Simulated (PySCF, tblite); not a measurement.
# C3H6O: protonation, NMR shifts, part 2 of 3

tblite 0.8.0 and PySCF 2.14.0. Atoms count from 0. The steps go on from the part before.

## (10) Harmonic vibrations (C3H7O+, C/C=[O+]\C): PBE0-D3(BJ)/def2-SVP

What the job is given:

```
{"job": {"xc": "PBE0", "basis": "def2-SVP", "d3": "d3bj", "grid": 2, "kind": "hessian"}, "charge": 1, "multiplicity": 1}
C      1.242550    -0.508276     0.749525
C      0.598494     0.769331     0.496122
O     -0.467964     0.972964    -0.121057
C     -1.295307    -0.064721    -0.720664
H      0.729507    -1.388047     0.346472
H      2.274730    -0.443644     0.353602
H      1.056430     1.701874     0.864732
H     -2.177760     0.463493    -1.092845
H     -0.736682    -0.523540    -1.546469
H     -1.570847    -0.797388     0.048168
H      1.382079    -0.602451     1.843967
```

What it wrote:

```text
coarse grid: 8688 points
cycle   1  E = -193.0067800623  dE =  6.415e-01  |g| = 4.493e-01  |ddm| = 3.086e+00
cycle   2  E = -192.9516355238  dE =  5.514e-02  |g| = 7.133e-01  |ddm| = 8.177e-01
cycle   3  E = -193.0494576194  dE = -9.782e-02  |g| = 1.160e-01  |ddm| = 5.025e-01
cycle   4  E = -193.0520723614  dE = -2.615e-03  |g| = 3.083e-02  |ddm| = 1.065e-01
cycle   5  E = -193.0522873997  dE = -2.150e-04  |g| = 5.065e-03  |ddm| = 3.070e-02
cycle   6  E = -193.0522925179  dE = -5.118e-06  |g| = 1.687e-03  |ddm| = 5.167e-03
final grid: 82440 points
cycle   7  E = -193.0859159552  dE = -1.216e-05  |g| = 1.144e-02  |ddm| = 2.232e-02
cycle   8  E = -193.0858786036  dE =  3.735e-05  |g| = 1.828e-02  |ddm| = 1.877e-02
cycle   9  E = -193.0859418164  dE = -6.321e-05  |g| = 2.357e-03  |ddm| = 1.205e-02
cycle  10  E = -193.0859430700  dE = -1.254e-06  |g| = 1.360e-04  |ddm| = 1.864e-03
cycle  11  E = -193.0859430736  dE = -3.633e-09  |g| = 6.333e-05  |ddm| = 1.871e-04
cycle  12  E = -193.0859430746  dE = -1.003e-09  |g| = 1.109e-05  |ddm| = 6.284e-05
cycle  13  E = -193.0859430747  dE = -2.791e-11  |g| = 1.092e-06  |ddm| = 1.094e-05
converged SCF energy = -193.0859430747

mode    cm-1
  1      84.6
  2     108.8
  3     288.8
  4     371.6
  5     587.9
  6     801.0
  7     859.5
  8     943.1
  9    1103.2
 10    1160.5
 11    1179.6
 12    1192.5
 13    1325.3
 14    1401.4
 15    1401.8
 16    1417.8
 17    1440.8
 18    1469.0
 19    1472.1
 20    1727.1
 21    3034.2
 22    3096.0
 23    3099.3
 24    3171.6
 25    3223.6
 26    3226.7
 27    3257.0
ZPE 253.875  H(298)-E 270.983  G(298)-E 180.597 kJ/mol  S 303.16 J/(mol K)
```

Run time: 76 s. Hardware: 1 thread of Arm Neoverse V2, shared host; peak memory 1.4 GiB.

Zero-point energy 253.88 kJ/mol (xTB gave 241.81).

## (11) Single point (C₃H₇O+, C/C=[O+]\C): wB97X-D3(BJ)/def2-TZVP

Geometry: PBE0-D3(BJ)/def2-SVP.

Settings changed since step 10:

```diff
@@ -1,2 +1,2 @@
-{"job": {"xc": "PBE0", "basis": "def2-SVP", "d3": "d3bj", "grid": 2, "kind": "hessian"}, "charge": 1, "multiplicity": 1}
+{"job": {"kind": "sp", "xc": "wB97X", "basis": "def2-TZVP", "d3": "d3bj", "grid": 2}, "charge": 1, "multiplicity": 1}
 C      1.242550    -0.508276     0.749525
```

What it wrote:

```text
coarse grid: 8688 points
cycle   1  E = -193.5355528215  dE =  8.326e-01  |g| = 5.503e-01  |ddm| = 2.167e+00
cycle   2  E = -193.5557435107  dE = -2.019e-02  |g| = 5.632e-01  |ddm| = 6.115e-01
cycle   3  E = -193.6088903630  dE = -5.315e-02  |g| = 9.304e-02  |ddm| = 2.576e-01
cycle   4  E = -193.6104101568  dE = -1.520e-03  |g| = 2.924e-02  |ddm| = 6.357e-02
cycle   5  E = -193.6105963160  dE = -1.862e-04  |g| = 4.142e-03  |ddm| = 3.438e-02
cycle   6  E = -193.6106026981  dE = -6.382e-06  |g| = 1.913e-03  |ddm| = 7.430e-03
final grid: 82440 points
cycle   7  E = -193.6033901150  dE = -3.846e-05  |g| = 6.407e-03  |ddm| = 2.753e-02
cycle   8  E = -193.6033888391  dE =  1.276e-06  |g| = 7.276e-03  |ddm| = 5.738e-03
cycle   9  E = -193.6033972052  dE = -8.366e-06  |g| = 6.562e-04  |ddm| = 2.953e-03
cycle  10  E = -193.6033972888  dE = -8.356e-08  |g| = 2.041e-04  |ddm| = 4.798e-04
cycle  11  E = -193.6033972999  dE = -1.109e-08  |g| = 3.454e-05  |ddm| = 2.302e-04
cycle  12  E = -193.6033973004  dE = -4.689e-10  |g| = 1.300e-05  |ddm| = 5.456e-05
converged SCF energy = -193.6033973004
```

It took 4.6 s on 1 thread of Arm Neoverse V2, shared host; peak memory 0.61 GiB.

## (12) Single point (C₃H₆O): wB97X-D3(BJ)/def2-TZVP in 1,4-dioxane

Geometry: PBE0-D3(BJ)/def2-SVP.

What the job is given:

```
{"job": {"kind": "sp", "xc": "wB97X", "basis": "def2-TZVP", "d3": "d3bj", "grid": 2, "solvent": "1,4-dioxane"}, "charge": 0, "multiplicity": 1}
C      1.337115    -0.469909     0.351691
C      0.710680     0.710682     0.423360
O     -0.543804     1.007691     0.052539
C     -1.318715    -0.029297    -0.482435
H      0.872648    -1.377016    -0.037987
H      2.368054    -0.537920     0.700275
H      1.207842     1.600909     0.820813
H     -2.300437     0.394963    -0.727852
H     -0.861910    -0.442631    -1.399567
H     -1.449457    -0.851540     0.243824
```

What it wrote:

```text
final grid: 77064 points
cycle   1  E = -193.2663284782  dE = -7.765e-05  |g| = 5.450e-03  |ddm| = 4.546e-02
cycle   2  E = -193.2663335382  dE = -5.060e-06  |g| = 5.159e-03  |ddm| = 1.170e-02
cycle   3  E = -193.2663380974  dE = -4.559e-06  |g| = 8.288e-04  |ddm| = 3.135e-03
cycle   4  E = -193.2663383975  dE = -3.001e-07  |g| = 4.018e-04  |ddm| = 2.255e-03
cycle   5  E = -193.2663384599  dE = -6.234e-08  |g| = 6.737e-05  |ddm| = 9.545e-04
cycle   6  E = -193.2663384629  dE = -3.043e-09  |g| = 2.051e-05  |ddm| = 1.873e-04
converged SCF energy = -193.2663384629
```

Wall time 3.5 s (1 thread of Arm Neoverse V2, shared host); peak memory 0.62 GiB.

## (13) Single point (C3H7O+, C/C=[O+]\C): wB97X-D3(BJ)/def2-TZVP in 1,4-dioxane

Geometry: PBE0-D3(BJ)/def2-SVP.

What the job is given:

```
{"job": {"kind": "sp", "xc": "wB97X", "basis": "def2-TZVP", "d3": "d3bj", "grid": 2, "solvent": "1,4-dioxane"}, "charge": 1, "multiplicity": 1}
C      1.242550    -0.508276     0.749525
C      0.598494     0.769331     0.496122
O     -0.467964     0.972964    -0.121057
C     -1.295307    -0.064721    -0.720664
H      0.729507    -1.388047     0.346472
H      2.274730    -0.443644     0.353602
H      1.056430     1.701874     0.864732
H     -2.177760     0.463493    -1.092845
H     -0.736682    -0.523540    -1.546469
H     -1.570847    -0.797388     0.048168
H      1.382079    -0.602451     1.843967
```

What it wrote:

```text
final grid: 82440 points
cycle   1  E = -193.6572079223  dE = -1.039e-04  |g| = 7.805e-03  |ddm| = 5.549e-02
cycle   2  E = -193.6572126495  dE = -4.727e-06  |g| = 7.273e-03  |ddm| = 1.325e-02
cycle   3  E = -193.6572219525  dE = -9.303e-06  |g| = 1.422e-03  |ddm| = 3.592e-03
cycle   4  E = -193.6572223352  dE = -3.827e-07  |g| = 3.629e-04  |ddm| = 1.529e-03
cycle   5  E = -193.6572223881  dE = -5.290e-08  |g| = 9.040e-05  |ddm| = 8.916e-04
cycle   6  E = -193.6572223909  dE = -2.844e-09  |g| = 3.093e-05  |ddm| = 1.345e-04
converged SCF energy = -193.6572223909
```

It took 4 s on 1 thread of Arm Neoverse V2, shared host; peak memory 0.66 GiB.

## (14) Geometry optimisation with GFN2-xTB

This step treats C₃H₇O+, `C=C[OH+]C`.

What the job is given:

```
{"job": {"kind": "relax", "xc": "GFN2-xTB", "basis": "xTB"}, "charge": 1, "multiplicity": 1}
C      1.353400    -0.476000     0.346400
C      0.700000     0.719300     0.400300
O     -0.526400     1.000100     0.055700
C     -1.321200    -0.014700    -0.503000
H      0.869400    -1.380900    -0.026600
H      2.357100    -0.539600     0.691500
H      1.208300     1.606700     0.809800
H     -2.289000     0.404000    -0.722800
H     -0.852900    -0.449500    -1.400800
H     -1.458800    -0.854200     0.249100
H     -0.939300     0.961500     0.955200
```

What it wrote:

```text
step      E/eV     max force
  0    -367.59612    7.245
  1    -367.97240    4.640
  2    -368.10282    1.769
  3    -368.16868    0.971
  4    -368.22965    0.748
  5    -368.29350    0.946
  6    -368.32794    0.681
  7    -368.35387    0.420
  8    -368.36859    0.475
  9    -368.37941    0.384
 10    -368.38513    0.164
 11    -368.38875    0.129
 12    -368.39259    0.231
 13    -368.39622    0.233
 14    -368.39838    0.117
 15    -368.39934    0.070
 16    -368.39999    0.094
 17    -368.40074    0.119
 18    -368.40137    0.092
 19    -368.40173    0.047
 20    -368.40191    0.036
 21    -368.40206    0.045
 22    -368.40224    0.040
 23    -368.40238    0.030
 24    -368.40250    0.030
 25    -368.40261    0.034
 26    -368.40277    0.047
 27    -368.40300    0.056
 28    -368.40333    0.063
 29    -368.40376    0.069
 30    -368.40426    0.070
 31    -368.40474    0.066
 32    -368.40521    0.066
 33    -368.40562    0.063
 34    -368.40594    0.059
 35    -368.40616    0.031
 36    -368.40629    0.033
 37    -368.40637    0.026
 38    -368.40646    0.028
 39    -368.40655    0.027
 40    -368.40665    0.024
 41    -368.40673    0.026
 42    -368.40681    0.023
 43    -368.40688    0.023
 44    -368.40696    0.021
 45    -368.40701    0.018
 46    -368.40704    0.017
 47    -368.40706    0.018
 48    -368.40709    0.019
 49    -368.40713    0.018
 50    -368.40716    0.018
 51    -368.40719    0.017
 52    -368.40721    0.013
 53    -368.40722    0.011
 54    -368.40724    0.008
```

Run time: 0.27 s. Hardware: 1 thread of Arm Neoverse V2, shared host.

The steps of the relaxation: (not every step is listed)

```tsv
step	energy from step 0 (eV)	largest force (eV/Å)
0	0.0000	7.2455
1	-0.3763	4.6396
2	-0.5067	1.7690
3	-0.5726	0.9708
4	-0.6335	0.7481
5	-0.6974	0.9463
6	-0.7318	0.6812
7	-0.7577	0.4205
8	-0.7725	0.4750
12	-0.7965	0.2307
16	-0.8039	0.0935
20	-0.8058	0.0365
24	-0.8064	0.0297
28	-0.8072	0.0632
32	-0.8091	0.0656
36	-0.8102	0.0328
40	-0.8105	0.0235
44	-0.8108	0.0210
48	-0.8110	0.0191
49	-0.8110	0.0179
50	-0.8110	0.0181
51	-0.8111	0.0175
52	-0.8111	0.0135
53	-0.8111	0.0107
54	-0.8111	0.0079
```

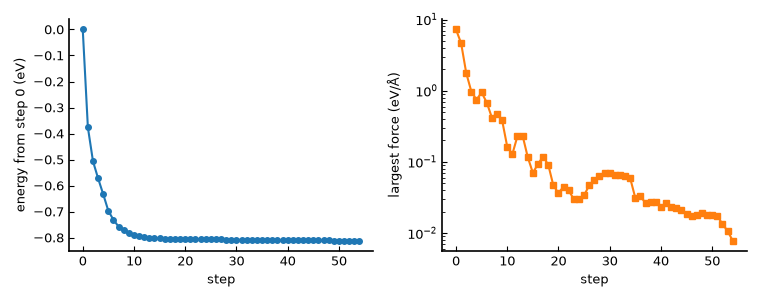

Energy and largest force along the relaxation.

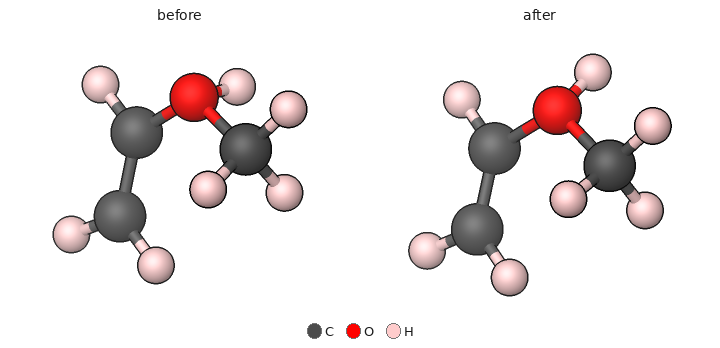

The geometry before (left) and after (right).

Distances of close pairs at the start and the end, largest changes first:

```tsv
bond	before (Å)	after (Å)	change (Å)
C1–O2	1.304	1.446	+0.142
C0–C1	1.363	1.310	-0.053
C3–H9	1.135	1.090	-0.045
O2–C3	1.405	1.450	+0.045
C1–H6	1.102	1.080	-0.022
C0–H4	1.092	1.076	-0.016
C0–H5	1.063	1.077	+0.013
C3–H8	1.102	1.089	-0.013
```

The end geometry stands in the next job.

## (15) Vibrational analysis with GFN2-xTB

What the job is given:

```
{"job": {"kind": "ir", "xc": "GFN2-xTB", "basis": "xTB"}, "charge": 1, "multiplicity": 1}
C      1.386809    -0.484500     0.328218
C      0.786040     0.665454     0.509269
O     -0.566696     0.966609     0.096176
C     -1.361683    -0.102157    -0.475695
H      0.932369    -1.356703    -0.108676
H      2.414864    -0.588874     0.630414
H      1.238112     1.549848     0.932277
H     -2.340582     0.311702    -0.712547
H     -0.877425    -0.418793    -1.398643
H     -1.464259    -0.944108     0.209459
H     -1.047092     1.378273     0.844585
```

What it wrote:

```text
mode    cm-1     km/mol
  1     142.0      8.67
  2     231.1      0.30
  3     287.1      0.37
  4     509.5     11.11
  5     611.9     75.02
  6     758.4    164.28
  7     809.9     25.50
  8     890.1      1.70
  9     938.3      4.54
 10     993.8     67.40
 11    1023.9     40.07
 12    1079.6     47.31
 13    1108.4      4.12
 14    1226.6     90.28
 15    1239.1      7.22
 16    1343.1     14.12
 17    1386.5     15.26
 18    1419.1     27.19
 19    1436.3     27.83
 20    1696.6     54.64
 21    3029.3      0.38
 22    3054.0      4.29
 23    3055.6      5.52
 24    3093.0      5.59
 25    3121.1     17.58
 26    3148.0      6.55
 27    3239.6    123.36
ZPE 244.468  H(298)-E 260.770  G(298)-E 172.729 kJ/mol  S 295.29 J/(mol K)
```

Wall time 0.14 s (1 thread of Arm Neoverse V2, shared host).

The strongest bands and the atoms that carry them (share of the mass-weighted mode):

```tsv
cm⁻¹	km/mol	atoms
612	75.0	H10 25 %, H5 22 %, C1 21 %, H4 17 %
758	164.3	H10 28 %, O2 25 %, C1 21 %
994	67.4	H4 51 %, H6 30 %, C0 10 %
1024	40.1	C1 23 %, O2 18 %, H4 14 %, H5 13 %
1080	47.3	H8 34 %, H10 21 %, H9 17 %, C3 11 %
1227	90.3	H10 63 %, O2 11 %
1697	54.6	C1 48 %, C0 45 %
3240	123.4	H10 94 %
```

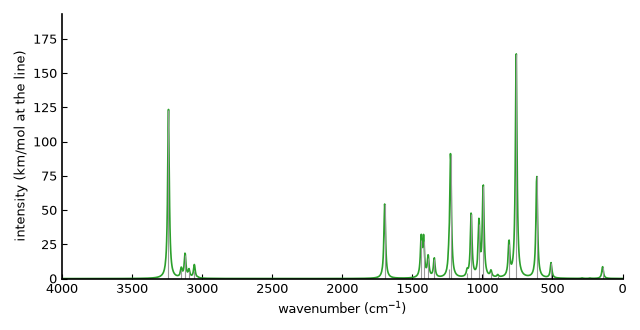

The infrared spectrum from these modes, unscaled. Lines are broadened to a width of 14 cm⁻¹ (Lorentzian).

## (16) Relaxing the molecule at PBE0-D3(BJ)/def2-SVP

This step treats C₃H₇O+, `C=C[OH+]C`.

Settings changed since step 15:

```diff
@@ -1,2 +1,2 @@
-{"job": {"kind": "ir", "xc": "GFN2-xTB", "basis": "xTB"}, "charge": 1, "multiplicity": 1}
+{"job": {"xc": "PBE0", "basis": "def2-SVP", "d3": "d3bj", "grid": 1, "kind": "geom"}, "charge": 1, "multiplicity": 1}
 C      1.386809    -0.484500     0.328218
```

What it wrote:

```text
step   0  E = -193.04344390  max force = 0.011063
step   1  E = -193.04621390  max force = 0.003960
step   2  E = -193.04635503  max force = 0.002269
step   3  E = -193.04639744  max force = 0.000897
step   4  E = -193.04640502  max force = 0.000342
optimisation converged
```

It took 8.9 s on 1 thread of Arm Neoverse V2, shared host.

Step by step:

```tsv
step	energy from step 0 (eV)	largest force component (eV/Å)
0	0.0000	0.5689
1	-0.0754	0.2036
2	-0.0792	0.1167
3	-0.0804	0.0461
4	-0.0806	0.0176
```

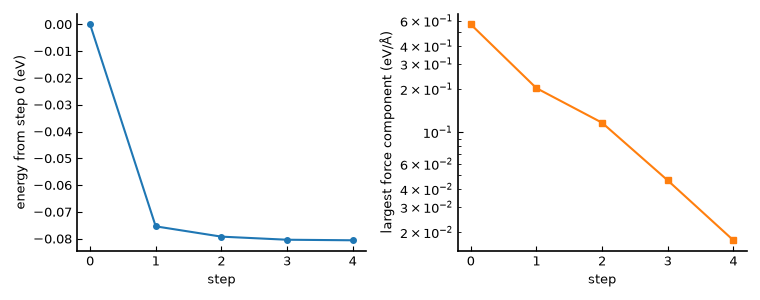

Energy and force, step by step.

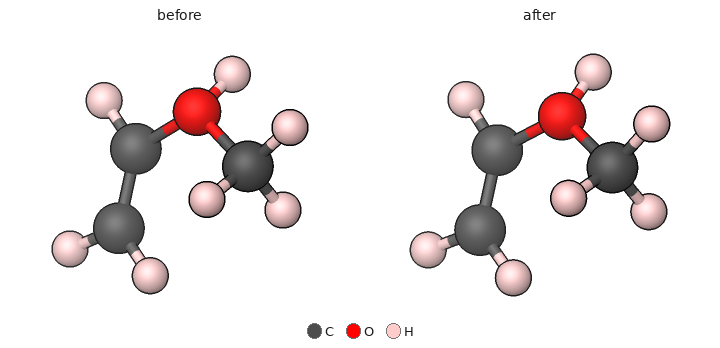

The geometry before (left) and after (right).

Distances of close pairs at the start and the end, largest changes first:

```tsv
bond	before (Å)	after (Å)	change (Å)
O2–C3	1.450	1.468	+0.018
C0–H5	1.077	1.093	+0.016
C0–H4	1.076	1.091	+0.015
C1–H6	1.080	1.091	+0.011
C0–C1	1.310	1.317	+0.007
C3–H9	1.090	1.097	+0.007
C3–H7	1.089	1.095	+0.006
C3–H8	1.089	1.095	+0.006
```

The next job starts from the end point, and lists it.

```tsv
at the end point	value
point group (found at 0.08 Å tolerance)	C1
rotational constants (GHz, main isotopes)	16.964, 5.769, 4.457
```

## (17) Harmonic vibrations (C3H7O+, C=C[OH+]C): PBE0-D3(BJ)/def2-SVP

What the job is given:

```
{"job": {"xc": "PBE0", "basis": "def2-SVP", "d3": "d3bj", "grid": 2, "kind": "hessian"}, "charge": 1, "multiplicity": 1}
C      1.407019    -0.500011     0.315993
C      0.813611     0.656278     0.530229
O     -0.563712     0.892896     0.173488
C     -1.397863    -0.121136    -0.482843
H      0.927688    -1.384466    -0.107325
H      2.464831    -0.574763     0.578976
H      1.239857     1.575760     0.933259
H     -2.347757     0.377396    -0.703725
H     -0.878299    -0.388857    -1.408811
H     -1.524526    -0.976681     0.192164
H     -1.039391     1.426641     0.837030
```

What it wrote:

```text
coarse grid: 8688 points
cycle   1  E = -192.9778761587  dE =  6.273e-01  |g| = 3.430e-01  |ddm| = 3.086e+00
cycle   2  E = -192.9550381769  dE =  2.284e-02  |g| = 4.575e-01  |ddm| = 8.154e-01
cycle   3  E = -193.0104162295  dE = -5.538e-02  |g| = 8.015e-02  |ddm| = 4.522e-01
cycle   4  E = -193.0118026290  dE = -1.386e-03  |g| = 2.592e-02  |ddm| = 7.434e-02
cycle   5  E = -193.0119249188  dE = -1.223e-04  |g| = 7.860e-03  |ddm| = 2.050e-02
cycle   6  E = -193.0119361632  dE = -1.124e-05  |g| = 1.867e-03  |ddm| = 5.901e-03
cycle   7  E = -193.0119369562  dE = -7.929e-07  |g| = 3.652e-04  |ddm| = 1.674e-03
final grid: 82440 points
cycle   8  E = -193.0464158009  dE = -2.588e-05  |g| = 9.649e-03  |ddm| = 2.507e-02
cycle   9  E = -193.0464028498  dE =  1.295e-05  |g| = 1.299e-02  |ddm| = 1.458e-02
cycle  10  E = -193.0464351587  dE = -3.231e-05  |g| = 1.371e-03  |ddm| = 8.240e-03
cycle  11  E = -193.0464355995  dE = -4.408e-07  |g| = 2.553e-04  |ddm| = 1.271e-03
cycle  12  E = -193.0464356127  dE = -1.325e-08  |g| = 1.214e-04  |ddm| = 2.972e-04
cycle  13  E = -193.0464356164  dE = -3.673e-09  |g| = 1.478e-05  |ddm| = 1.068e-04
cycle  14  E = -193.0464356164  dE = -4.889e-11  |g| = 2.717e-06  |ddm| = 1.392e-05
converged SCF energy = -193.0464356164

mode    cm-1
  1     118.8
  2     210.9
  3     283.0
  4     465.3
  5     558.6
  6     696.7
  7     812.8
  8     927.9
  9     936.1
 10     962.5
 11    1054.5
 12    1159.3
 13    1186.2
 14    1326.9
 15    1377.2
 16    1426.8
 17    1450.0
 18    1457.6
 19    1477.7
 20    1748.6
 21    3102.6
 22    3200.1
 23    3243.3
 24    3254.9
 25    3278.3
 26    3305.5
 27    3729.0
ZPE 255.709  H(298)-E 272.342  G(298)-E 183.476 kJ/mol  S 298.06 J/(mol K)
```

It took 79 s on 1 thread of Arm Neoverse V2, shared host; peak memory 1.3 GiB.

Zero-point energy 255.71 kJ/mol (xTB gave 244.47).

## (18) Single point (C3H7O+, C=C[OH+]C): wB97X-D3(BJ)/def2-TZVP

Geometry: PBE0-D3(BJ)/def2-SVP.

Settings changed since step 17:

```diff
@@ -1,2 +1,2 @@
-{"job": {"xc": "PBE0", "basis": "def2-SVP", "d3": "d3bj", "grid": 2, "kind": "hessian"}, "charge": 1, "multiplicity": 1}
+{"job": {"kind": "sp", "xc": "wB97X", "basis": "def2-TZVP", "d3": "d3bj", "grid": 2}, "charge": 1, "multiplicity": 1}
 C      1.407019    -0.500011     0.315993
```

What it wrote:

```text
coarse grid: 8688 points
cycle   1  E = -193.5187616965  dE =  7.944e-01  |g| = 4.107e-01  |ddm| = 2.153e+00
cycle   2  E = -193.5504685280  dE = -3.171e-02  |g| = 3.015e-01  |ddm| = 5.343e-01
cycle   3  E = -193.5699628954  dE = -1.949e-02  |g| = 6.018e-02  |ddm| = 1.850e-01
cycle   4  E = -193.5708549038  dE = -8.920e-04  |g| = 2.413e-02  |ddm| = 5.884e-02
cycle   5  E = -193.5709836116  dE = -1.287e-04  |g| = 6.682e-03  |ddm| = 1.880e-02
cycle   6  E = -193.5709951028  dE = -1.149e-05  |g| = 2.725e-03  |ddm| = 6.183e-03
cycle   7  E = -193.5709972729  dE = -2.170e-06  |g| = 9.761e-04  |ddm| = 2.775e-03
final grid: 82440 points
cycle   8  E = -193.5641990125  dE = -4.341e-05  |g| = 5.485e-03  |ddm| = 2.852e-02
cycle   9  E = -193.5641994961  dE = -4.836e-07  |g| = 5.422e-03  |ddm| = 5.139e-03
cycle  10  E = -193.5642040024  dE = -4.506e-06  |g| = 4.353e-04  |ddm| = 2.110e-03
cycle  11  E = -193.5642040394  dE = -3.703e-08  |g| = 1.774e-04  |ddm| = 4.944e-04
cycle  12  E = -193.5642040479  dE = -8.520e-09  |g| = 4.873e-05  |ddm| = 1.775e-04
converged SCF energy = -193.5642040479
```

Run time: 4.5 s. Hardware: 1 thread of Arm Neoverse V2, shared host; peak memory 0.6 GiB.

## (19) Single point (C3H7O+, C=C[OH+]C): wB97X-D3(BJ)/def2-TZVP in 1,4-dioxane

Geometry: PBE0-D3(BJ)/def2-SVP.

Settings changed since step 18:

```diff
@@ -1,2 +1,2 @@
-{"job": {"kind": "sp", "xc": "wB97X", "basis": "def2-TZVP", "d3": "d3bj", "grid": 2}, "charge": 1, "multiplicity": 1}
+{"job": {"kind": "sp", "xc": "wB97X", "basis": "def2-TZVP", "d3": "d3bj", "grid": 2, "solvent": "1,4-dioxane"}, "charge": 1, "multiplicity": 1}
 C      1.407019    -0.500011     0.315993
```

What it wrote:

```text
final grid: 82440 points
cycle   1  E = -193.6208304168  dE = -2.947e-04  |g| = 1.137e-02  |ddm| = 8.391e-02
cycle   2  E = -193.6208464281  dE = -1.601e-05  |g| = 9.815e-03  |ddm| = 1.759e-02
cycle   3  E = -193.6208671383  dE = -2.071e-05  |g| = 1.680e-03  |ddm| = 5.709e-03
cycle   4  E = -193.6208680315  dE = -8.932e-07  |g| = 6.406e-04  |ddm| = 2.356e-03
cycle   5  E = -193.6208681693  dE = -1.377e-07  |g| = 2.353e-04  |ddm| = 8.427e-04
cycle   6  E = -193.6208681863  dE = -1.705e-08  |g| = 7.356e-05  |ddm| = 2.384e-04
cycle   7  E = -193.6208681886  dE = -2.327e-09  |g| = 2.124e-05  |ddm| = 1.421e-04
converged SCF energy = -193.6208681886
```

It took 4.6 s on 1 thread of Arm Neoverse V2, shared host; peak memory 0.66 GiB.

[end of part 2 of 3]
